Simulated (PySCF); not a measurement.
**K: dipole response in ANO-RCC-VTZP**

Aim: the static polarisability and the C₆ coefficient of K, method by method.

Program: PySCF 2.14.0. Level of theory: unrestricted determinants in a Gaussian basis, no spin-orbit coupling in the energies. These are calculated values, not measurements, unless marked.

## 1. What is computed

* Element: potassium (Z = 19)
* Basis: ANO-RCC-VTZP
* Hamiltonian: the spin-free X2C one-electron Hamiltonian (Gaussian nucleus)
* State 1: K: [Ar] 4s1, 2S determinant
* Methods: UHF, PBE, PBE0, BP86, M06-2X

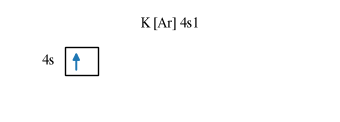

Outer shells as boxes.

One driver process ran all states and methods and kept the integrals in memory. Each run is shown as a PySCF script that sums up its settings (the driver passes frozen orbitals as a list and adds second-order terms of double hybrids); the logs are those of the runs themselves. The driver starts from symmetry-adapted Hartree-Fock orbitals, holds the occupation by maximum overlap and uses a logarithmic radial grid for functionals, so a plain start would take other cycles.

The integrals over 38 functions and the set-up took 0.72 s of CPU time.

## 2. K, method by method

#### UHF

input.py

```python
from pyscf import gto, scf, dft, mp, cc
import basis_set_exchange as bse
mol = gto.M(atom="K 0 0 0", charge=0, spin=1, symmetry="D2h",
            basis=gto.basis.parse(bse.get_basis("ANO-RCC-VTZP", elements=["K"], fmt="nwchem")),
            nucmod="G")
mf = scf.UHF(mol).sfx2c1e()
mf.irrep_nelec = {'Ag': (4, 3), 'B1u': (2, 2), 'B2u': (2, 2), 'B3u': (2, 2)}
mf.kernel()
```

Log:

```text
damping factor = 0
level_shift factor = 0
DIIS = <class 'pyscf.scf.diis.CDIIS'>
diis_start_cycle = 1
diis_space = 10
diis_damp = 0
SCF conv_tol = 1e-09
SCF conv_tol_grad = None
number electrons alpha = 10  beta = 9
cycle= 1 E= -601.457135692692  delta_E= -1.02e-11  |g|= 1.54e-06  |ddm|= 3.56e-06
converged SCF energy = -601.457135692692  <S^2> = 0.75020142  2S+1 = 2.0002014
```

CPU time 0.36 s on a shared host, the integrals not counted.

The occupied shells:

```csv
shell,electrons,mean orbital energy (eV),spread (eV),rms radius (bohr)
1s α,1,-3649.9,0,0.0937
1s β,1,-3649.9,0,0.0937
2s α,1,-397.33,0,0.418
2s β,1,-397.28,0,0.418
2p α,3,-313.59,0,0.388
2p β,3,-313.58,0,0.388
3s α,1,-47.978,0,1.37
3s β,1,-47.842,0,1.37
3p α,3,-25.954,0,1.56
3p β,3,-25.907,0,1.56
4s α,1,-4.032,0,5.59
```

⟨S²⟩ = 0.750, ⟨L²⟩ = 0.00.

The driver then solved the coupled dipole response at imaginary frequencies: mean α = 404.7 bohr³, C₆ = 6356 au for a like pair.

#### PBE

input.py, as changed from the run before:

```diff
@@ -5,3 +5,3 @@
             nucmod="G")
-mf = scf.UHF(mol).sfx2c1e()
+mf = dft.UKS(mol, xc="PBE").sfx2c1e()
 mf.irrep_nelec = {'Ag': (4, 3), 'B1u': (2, 2), 'B2u': (2, 2), 'B3u': (2, 2)}
```

Log:

```text
damping factor = 0
level_shift factor = 0
DIIS = <class 'pyscf.scf.diis.CDIIS'>
diis_start_cycle = 1
diis_space = 10
diis_damp = 0
SCF conv_tol = 1e-09
SCF conv_tol_grad = None
number electrons alpha = 10  beta = 9
XC functionals = PBE
    J. P. Perdew, K. Burke, and M. Ernzerhof.,  Phys. Rev. Lett. 77, 3865 (1996)
    J. P. Perdew, K. Burke, and M. Ernzerhof.,  Phys. Rev. Lett. 78, 1396 (1997)
    J. P. Perdew, K. Burke, and M. Ernzerhof.,  Phys. Rev. Lett. 77, 3865 (1996)
    J. P. Perdew, K. Burke, and M. Ernzerhof.,  Phys. Rev. Lett. 78, 1396 (1997)
cycle= 1 E= -602.015823837325  delta_E= -0.00567  |g|= 0.0182  |ddm|= 0.119
cycle= 2 E= -602.015897049891  delta_E= -7.32e-05  |g|= 0.0131  |ddm|= 0.0211
cycle= 3 E= -602.015957026716  delta_E= -6e-05  |g|= 0.00102  |ddm|= 0.00907
cycle= 4 E= -602.015957190877  delta_E= -1.64e-07  |g|= 1.55e-05  |ddm|= 0.00037
cycle= 5 E= -602.01595719111  delta_E= -2.33e-10  |g|= 2.54e-06  |ddm|= 3.3e-05
converged SCF energy = -602.01595719111  <S^2> = 0.75007939  2S+1 = 2.0000794
```

CPU time 1.1 s on a shared host, the integrals not counted.

The driver then solved the coupled dipole response at imaginary frequencies: mean α = 306.8 bohr³, C₆ = 4175 au for a like pair.

#### PBE0

input.py, as changed from the run before:

```diff
@@ -5,3 +5,3 @@
             nucmod="G")
-mf = dft.UKS(mol, xc="PBE").sfx2c1e()
+mf = dft.UKS(mol, xc="PBE0").sfx2c1e()
 mf.irrep_nelec = {'Ag': (4, 3), 'B1u': (2, 2), 'B2u': (2, 2), 'B3u': (2, 2)}
```

Log:

```text
damping factor = 0
level_shift factor = 0
DIIS = <class 'pyscf.scf.diis.CDIIS'>
diis_start_cycle = 1
diis_space = 10
diis_damp = 0
SCF conv_tol = 1e-09
SCF conv_tol_grad = None
number electrons alpha = 10  beta = 9
XC functionals = PBE0
    C. Adamo and V. Barone.,  J. Chem. Phys. 110, 6158 (1999)
    M. Ernzerhof and G. E. Scuseria.,  J. Chem. Phys. 110, 5029 (1999)
cycle= 1 E= -602.05775848443  delta_E= -0.00312  |g|= 0.0126  |ddm|= 0.0796
cycle= 2 E= -602.057836269969  delta_E= -7.78e-05  |g|= 0.00742  |ddm|= 0.0178
cycle= 3 E= -602.057855057318  delta_E= -1.88e-05  |g|= 0.000413  |ddm|= 0.0055
cycle= 4 E= -602.057855562239  delta_E= -5.05e-07  |g|= 8.83e-05  |ddm|= 0.00208
cycle= 5 E= -602.057855597168  delta_E= -3.49e-08  |g|= 3.14e-06  |ddm|= 0.00069
cycle= 6 E= -602.057855597183  delta_E= -1.5e-11  |g|= 3.69e-07  |ddm|= 1.19e-05
converged SCF energy = -602.057855597183  <S^2> = 0.75008667  2S+1 = 2.0000867
```

CPU time 1.2 s on a shared host, the integrals not counted.

The driver then solved the coupled dipole response at imaginary frequencies: mean α = 334.3 bohr³, C₆ = 4759 au for a like pair.

#### BP86

input.py, as changed from the run before:

```diff
@@ -5,3 +5,3 @@
             nucmod="G")
-mf = dft.UKS(mol, xc="PBE0").sfx2c1e()
+mf = dft.UKS(mol, xc="B88,P86").sfx2c1e()
 mf.irrep_nelec = {'Ag': (4, 3), 'B1u': (2, 2), 'B2u': (2, 2), 'B3u': (2, 2)}
```

Log:

```text
damping factor = 0
level_shift factor = 0
DIIS = <class 'pyscf.scf.diis.CDIIS'>
diis_start_cycle = 1
diis_space = 10
diis_damp = 0
SCF conv_tol = 1e-09
SCF conv_tol_grad = None
number electrons alpha = 10  beta = 9
XC functionals = B88,P86
    A. D. Becke.,  Phys. Rev. A 38, 3098 (1988)
    J. P. Perdew.,  Phys. Rev. B 33, 8822 (1986)
cycle= 1 E= -602.290547330623  delta_E= -0.00618  |g|= 0.0197  |ddm|= 0.136
cycle= 2 E= -602.290638222109  delta_E= -9.09e-05  |g|= 0.0149  |ddm|= 0.0227
cycle= 3 E= -602.290714607568  delta_E= -7.64e-05  |g|= 0.000785  |ddm|= 0.00994
cycle= 4 E= -602.290714720206  delta_E= -1.13e-07  |g|= 3.12e-05  |ddm|= 0.000699
cycle= 5 E= -602.290714722129  delta_E= -1.92e-09  |g|= 3.42e-06  |ddm|= 0.000143
cycle= 6 E= -602.290714722137  delta_E= -7.96e-12  |g|= 2.79e-07  |ddm|= 4.29e-06
converged SCF energy = -602.290714722137  <S^2> = 0.75009657  2S+1 = 2.0000966
```

CPU time 1.1 s on a shared host, the integrals not counted.

The driver then solved the coupled dipole response at imaginary frequencies: mean α = 279.0 bohr³, C₆ = 3652 au for a like pair.

#### M06-2X

input.py, as changed from the run before:

```diff
@@ -5,3 +5,3 @@
             nucmod="G")
-mf = dft.UKS(mol, xc="B88,P86").sfx2c1e()
+mf = dft.UKS(mol, xc="M062X").sfx2c1e()
 mf.irrep_nelec = {'Ag': (4, 3), 'B1u': (2, 2), 'B2u': (2, 2), 'B3u': (2, 2)}
```

Log:

```text
damping factor = 0
level_shift factor = 0
DIIS = <class 'pyscf.scf.diis.CDIIS'>
diis_start_cycle = 1
diis_space = 10
diis_damp = 0
SCF conv_tol = 1e-09
SCF conv_tol_grad = None
number electrons alpha = 10  beta = 9
XC functionals = M062X
    Y. Zhao and D. G. Truhlar.,  Theor. Chem. Acc. 120, 215 (2008)
    Y. Zhao and D. G. Truhlar.,  Theor. Chem. Acc. 120, 215 (2008)
cycle= 1 E= -602.232992731482  delta_E= -0.0029  |g|= 0.017  |ddm|= 0.0992
cycle= 2 E= -602.233229928537  delta_E= -0.000237  |g|= 0.00815  |ddm|= 0.0319
cycle= 3 E= -602.23326619547  delta_E= -3.63e-05  |g|= 0.00144  |ddm|= 0.00961
cycle= 4 E= -602.233274817841  delta_E= -8.62e-06  |g|= 0.000133  |ddm|= 0.00958
cycle= 5 E= -602.233274885552  delta_E= -6.77e-08  |g|= 1.11e-05  |ddm|= 0.000872
cycle= 6 E= -602.233274886088  delta_E= -5.36e-10  |g|= 1.62e-06  |ddm|= 7.68e-05
converged SCF energy = -602.233274886088  <S^2> = 0.75009767  2S+1 = 2.0000977
```

It used 2.8 s of CPU time after the integrals (shared host).

The driver then solved the coupled dipole response at imaginary frequencies: mean α = 191.9 bohr³, C₆ = 2172 au for a like pair.

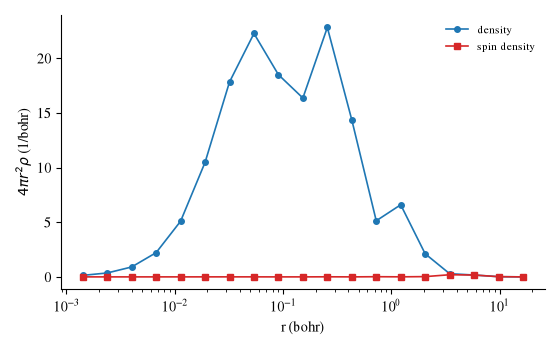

Radial density 4πr²ρ of K at UHF, at 19 stored radii joined by straight lines.

## 3. The response side by side

K, in atomic units:

```csv
method,mean α,C₆ (like pair),S(−4)
UHF,404.7,6356,156900
PBE,306.8,4175,92240
PBE0,334.3,4759,108500
BP86,279.0,3652,75370
M06-2X,191.9,2172,33500
```

Reference α: 289.7 ± 0.3 bohr³ (recommended; Schwerdtfeger and Nagle, table of static dipole polarizabilities (2023 update)). Published C₆: 3923 (Chu and Dalgarno (2004); Tang, Norbeck and Certain (1976)).

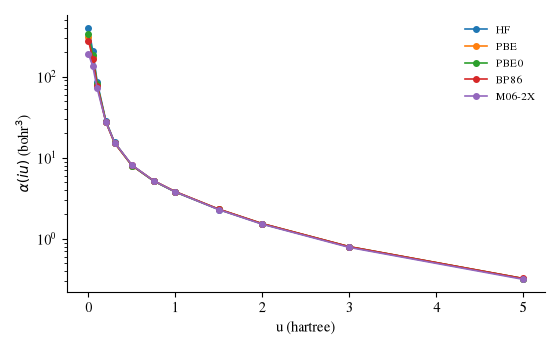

α(iu) of K, the polarisability at imaginary frequency, on a logarithmic scale.

## 4. Summary of results

```
quantity                                                 value
  α of K  191.9 (M06-2X) to 404.7 (UHF) bohr³; reference 289.7
```

For K BP86 is nearest the reference (-4 %). All values hold for this basis alone; no basis-set limit was taken.
